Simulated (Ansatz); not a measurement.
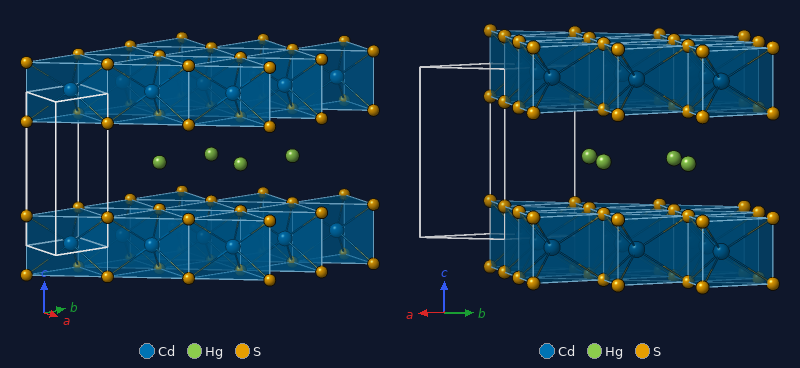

Polyhedra are drawn about Cd (bonds: Cd–S below 3.1 Å); other atoms are plain spheres. Two views of the same piece.

CdHgS₂ (space group P-6m2, No. 187): the input geometry of an electronic-structure calculation (not necessarily at equilibrium); the starting structure was generated, so it need not be a known form of this composition.

### What figure surrounds each Cd atom, and what does it share with the other drawn polyhedra?

Cd: CdS6 trigonal prism, sharing edges with six neighbours.

### How do these polyhedra hang together as a whole?

They form layers of edge-sharing trigonal prisms parallel to (001). Their corner atoms also have Hg as close neighbours (those links are not drawn).

### How far apart are the centres of linked polyhedra?

Centre to centre across a shared edge: 4.05 Å.
